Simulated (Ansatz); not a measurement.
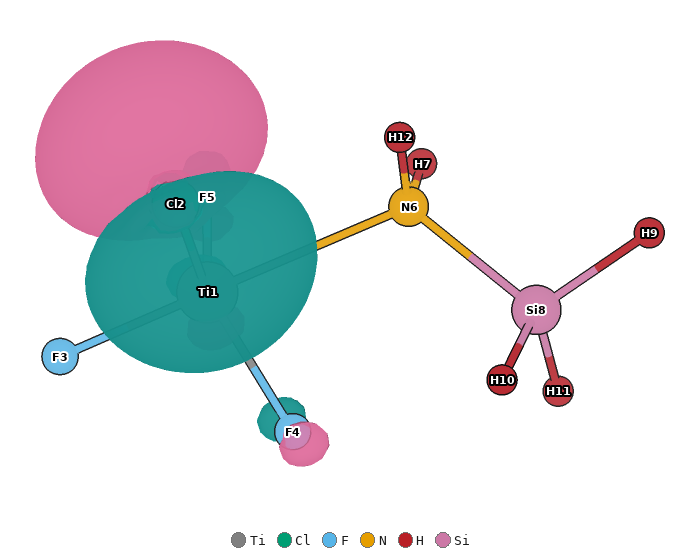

Figure 1: ClF₃H₅NSiTi. The HOMO−1 at ±0.1 Å⁻³ᐟ² (teal and pink are the two phases), seen across its widest extent.

Method: RHF/def2-SVP in Ansatz 0.2.0.

```xyz
12

Ti   -0.1015    0.0280    0.1475
Cl    0.8987   -0.7559    2.0019
F     1.3140    0.2166   -0.8185
F    -0.6183    1.6924    0.1285
F    -0.9416   -1.0897   -0.8842
N    -2.0717   -0.2199    1.3862
H    -2.6861   -0.7109    0.7522
Si   -2.8464    1.2570    2.0584
H    -3.9453    0.8402    2.9579
H    -1.8292    1.9937    2.8236
H    -3.3910    2.0265    0.9299
H    -1.8357   -0.8778    2.1141
```

Question: What is the character of this orbital?

Answer: By Hirshfeld shares it lies mainly on Cl2 (about 90 %); largely a lone pair of Cl2. Its energy is −12.72 eV.
